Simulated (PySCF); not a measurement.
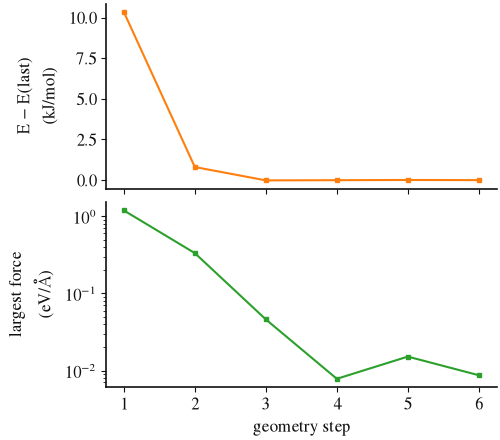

History of a geometry optimisation. CrCl3 (SMILES [Cl][Cr]([Cl])[Cl]), multiplicity 4; PBE0-D3(BJ)/def2-SVP, geometry optimisation in PySCF.

The optimisation met its thresholds at geometry 6, counting the start as the first. The energy fell by about 10.5 kJ/mol from the first step to the last. The largest force goes from about 1.2 eV/Å at the start to 9 × 10⁻³ eV/Å at the end.
